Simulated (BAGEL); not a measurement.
# A workflow on CHClInNO (SMILES O=C=[N][InH][Cl])

Aim: the energy (HF/x2c-SVPall), then a single-point energy (NEVPT2(2,2)/x2c-SVPall) of CHClInNO. 

Program for the calculation: BAGEL 1.2.2.

### 1 The structure to begin with

The species is CHClInNO (6 atoms), meant as a singlet with charge 0. As SMILES, `O=C=[N][InH][Cl]`. Geometry: relaxed at PBE0-D4/def2-TZVP. This is one conformer, not always the lowest.

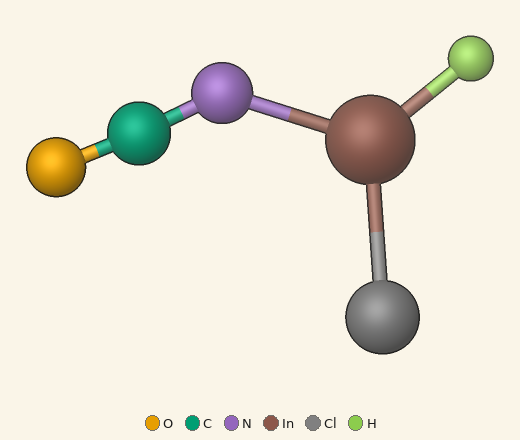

The structure, seen from a chosen angle (oxygen amber, carbon teal, nitrogen purple, indium brown, chlorine grey, hydrogen green).

### 2 A single-point energy at HF/x2c-SVPall (DKH2, density fitting with AutoAux) (run 1)

Contents of calc.json:

```json
{ "bagel" : [

{
  "title" : "molecule",
  "basis" : "x2c-svpall.json",
  "df_basis" : "x2c-svpall-autoaux.json",
  "angstrom" : "true",
  "dkh" : "true",
  "geometry" : [
    { "atom" : "O", "xyz" : [       1.627994,      -2.320395,       0.058105 ] },
    { "atom" : "C", "xyz" : [       0.896594,      -1.470895,       0.379305 ] },
    { "atom" : "N", "xyz" : [       0.136694,      -0.626895,       0.782105 ] },
    { "atom" : "In", "xyz" : [      -0.744206,       1.027905,       0.031305 ] },
    { "atom" : "Cl", "xyz" : [      -0.127006,       1.382005,      -2.171995 ] },
    { "atom" : "H", "xyz" : [      -1.790100,       2.008300,       0.921200 ] }
  ]
},

{ "title" : "hf" },

{ "title" : "print", "file" : "orbitals.molden", "orbitals" : "true" }

]}
```

The basis set x2c-SVPall is read from a file made from the Basis Set Exchange's data (not shown).

Started as:

```sh
BAGEL_NUM_THREADS=1 BAGEL calc.json > calc.out
```

What it wrote:

```text
* using 1 threads per process

  ===============================================================
  ===============================================================

  *** Geometry ***

  { "atom" : "O", "xyz" : [      3.076463,     -4.384911,      0.109803 ] },
  { "atom" : "C", "xyz" : [      1.694317,     -2.779589,      0.716783 ] },
  { "atom" : "N", "xyz" : [      0.258314,     -1.184660,      1.477964 ] },
  { "atom" : "In", "xyz" : [     -1.406346,      1.942459,      0.059158 ] },
  { "atom" : "Cl", "xyz" : [     -0.240007,      2.611611,     -4.104476 ] },
  { "atom" : "H", "xyz" : [     -3.382799,      3.795137,      1.740816 ] },

  Number of auxiliary basis functions:      880

  Since a DF basis is specified, we compute 2- and 3-index integrals:
    o Being stored without compression. Storage requirement is 0.072 GB

  Number of basis functions:      101
  Number of electrons      :       88

    * METHOD: MOLECULE                             0.92

  *** RHF ***

  === Nuclear Repulsion ===
   502.3711790097

      * DIIS with orbital gradients will be used.

  === RHF iteration (x2c-svpall.json) ===
      0      -6504.53541113          0.01359857           0.39
      1      -6504.65773577          0.00915823           0.39
      2      -6504.71298389          0.00110529           0.38
      3      -6504.71407478          0.00054107           0.38
      4      -6504.71431755          0.00014267           0.37
      5      -6504.71433439          0.00003662           0.38
      6      -6504.71433648          0.00001147           0.39
      7      -6504.71433681          0.00000456           0.38
      8      -6504.71433685          0.00000238           0.38
      9      -6504.71433686          0.00000121           0.38
     10      -6504.71433687          0.00000061           0.39
     11      -6504.71433687          0.00000028           0.39
     12      -6504.71433687          0.00000012           0.39
     13      -6504.71433687          0.00000004           0.38
     14      -6504.71433687          0.00000002           0.38
     15      -6504.71433687          0.00000001           0.38
    * SCF iteration converged.

    * Permanent dipole moment:
           (    0.970361,    -1.011364,    -0.632430) a.u.

    * METHOD: HF                                   6.98

    * METHOD: PRINT                                0.03

  ===============================================================
```

Run time: 8.1 s. Hardware: 1 thread of Arm Neoverse V1, shared host; peak memory 0.29 GiB.

### 3 The energy at NEVPT2(2,2)/x2c-SVPall (DKH2, density fitting with AutoAux) (run 2)

Contents of calc.json:

```json
{ "bagel": [

{
  "title": "molecule",
  "basis": "x2c-svpall.json",
  "df_basis": "x2c-svpall-autoaux.json",
  "angstrom": true,
  "dkh": true,
  "geometry": [
    { "atom": "O", "xyz": [       1.627994,      -2.320395,       0.058105 ] },
    { "atom": "C", "xyz": [       0.896594,      -1.470895,       0.379305 ] },
    { "atom": "N", "xyz": [       0.136694,      -0.626895,       0.782105 ] },
    { "atom": "In", "xyz": [      -0.744206,       1.027905,       0.031305 ] },
    { "atom": "Cl", "xyz": [      -0.127006,       1.382005,      -2.171995 ] },
    { "atom": "H", "xyz": [      -1.790100,       2.008300,       0.921200 ] }
  ]
},

{ "title": "hf" },

{ "title": "nevpt2", "nstate": 1, "nact": 2, "nclosed": 43, "active": [40, 49], "maxiter": 200, "natocc": true, "ncore": 26 },

{ "title": "print", "file": "orbitals.molden", "orbitals": true }

]}
```

The basis set x2c-SVPall is read from a file made from the Basis Set Exchange's data (not shown).

Started as:

```sh
BAGEL_NUM_THREADS=1 BAGEL calc.json > calc.out
```

What it wrote:

```text
* using 1 threads per process

  ===============================================================
  ===============================================================

  *** Geometry ***

  { "atom" : "O", "xyz" : [      3.076463,     -4.384911,      0.109803 ] },
  { "atom" : "C", "xyz" : [      1.694317,     -2.779589,      0.716783 ] },
  { "atom" : "N", "xyz" : [      0.258314,     -1.184660,      1.477964 ] },
  { "atom" : "In", "xyz" : [     -1.406346,      1.942459,      0.059158 ] },
  { "atom" : "Cl", "xyz" : [     -0.240007,      2.611611,     -4.104476 ] },
  { "atom" : "H", "xyz" : [     -3.382799,      3.795137,      1.740816 ] },

  Number of auxiliary basis functions:      880

  Since a DF basis is specified, we compute 2- and 3-index integrals:
    o Being stored without compression. Storage requirement is 0.072 GB

  Number of basis functions:      101
  Number of electrons      :       88

    * METHOD: MOLECULE                             0.92

  *** RHF ***

  === Nuclear Repulsion ===
   502.3711790097

      * DIIS with orbital gradients will be used.

  === RHF iteration (x2c-svpall.json) ===
      0      -6504.53541113          0.01359857           0.39
      1      -6504.65773577          0.00915823           0.39
      2      -6504.71298389          0.00110529           0.39
      3      -6504.71407478          0.00054107           0.40
      4      -6504.71431755          0.00014267           0.40
      5      -6504.71433439          0.00003662           0.39
      6      -6504.71433648          0.00001147           0.39
      7      -6504.71433681          0.00000456           0.39
      8      -6504.71433685          0.00000238           0.39
      9      -6504.71433686          0.00000121           0.39
     10      -6504.71433687          0.00000061           0.38
     11      -6504.71433687          0.00000028           0.38
     12      -6504.71433687          0.00000012           0.38
     13      -6504.71433687          0.00000004           0.38
     14      -6504.71433687          0.00000002           0.38
     15      -6504.71433687          0.00000001           0.37
    * SCF iteration converged.

    * Permanent dipole moment:
           (    0.970361,    -1.011364,    -0.632430) a.u.

    * METHOD: HF                                   7.01

    * freezing 26 orbitals
  ---------------------------
      CASSCF calculation
  ---------------------------

    ==== Active orbitals : =====
         Orbital 40
         Orbital 49
    ============================

    * nstate   :      1
    * nclosed  :     43
    * nact     :      2
    * nvirt    :     56
  === CASSCF iteration (x2c-svpall.json) ===

    * Using the second-order algorithm

      0  0     -6504.71449165     3.02e-05      0.08

      1  0     -6504.71476877     5.23e-05      1.57

      2  0     -6504.71872821     4.06e-04      1.25

      3  0     -6504.72780034     7.33e-04      1.46

      4  0     -6504.73011018     1.43e-04      1.72

      5  0     -6504.73019473     5.73e-05      1.71

      6  0     -6504.73019870     1.77e-05      1.69

      7  0     -6504.73019895     4.99e-06      1.71

      8  0     -6504.73019897     1.36e-06      1.80

      9  0     -6504.73019897     3.66e-07      1.70

     10  0     -6504.73019897     9.80e-08      1.65

     11  0     -6504.73019897     2.62e-08      1.50

     12  0     -6504.73019897     7.01e-09      1.47

    * Second-order optimization converged. *

     guess   0:   closed 1.                   open ..

  === FCI iteration ===

      0  0     -6504.71404983     6.59e-02      0.00
      1  0     -6504.73018255     1.64e-03      0.00
      2  0 *   -6504.73019897     4.94e-16      0.00

     * ci vector, state   0, <S^2> = 0.0000
       2.     0.9925797935
       .2    -0.1215950391

  === DF-NEVPT2 calculation ===

    * 3-index integral transformation done
    * assembly done

      NEVPT2 correlation energy:   -0.6636822715      0.28

          (+0)     -0.6186864557
          (+0)'    -0.0115919984
          (+1)     -0.0086099647
          (+1)'    -0.0029846520
          (+2)     -0.0001743374
          (-1)     -0.0116346326
          (-1)'    -0.0018217087
          (-2)     -0.0081785221

      NEVPT2 total energy:       -6505.3938812460

    * METHOD: NEVPT2                              21.11

    * METHOD: PRINT                                0.03

  ===============================================================
```

Wall time 29 s (1 thread of Arm Neoverse V1, shared host); peak memory 0.32 GiB.

### 4 Summary of results

```
                                   quantity           value
         run 1, HF/x2c-SVPall: total energy  -6504.71434 Eh
        run 1, HF/x2c-SVPall: dipole moment          3.91 D
          run 1, HF/x2c-SVPall: HOMO energy       -11.77 eV
          run 1, HF/x2c-SVPall: LUMO energy         0.72 eV
        run 1, HF/x2c-SVPall: HOMO–LUMO gap        12.49 eV
run 2, NEVPT2(2,2)/x2c-SVPall: total energy  -6505.39388 Eh
```
